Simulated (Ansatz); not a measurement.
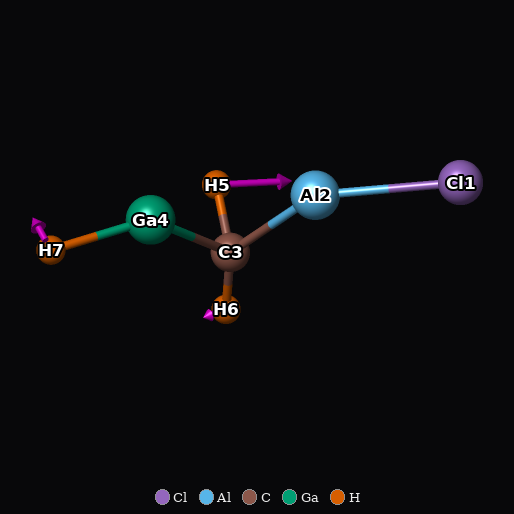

The arrows show one normal mode. Harmonic vibrations computed with RKS PBE0-D4/def2-TZVP (Ansatz 0.2.0) at a stationary point of the same level.

**What kind of motion is it?**

Mostly Ga–C–H bending.

**At what wavenumber does it lie?**

632 cm⁻¹; it is mode 9 of 15 counted from the lowest.
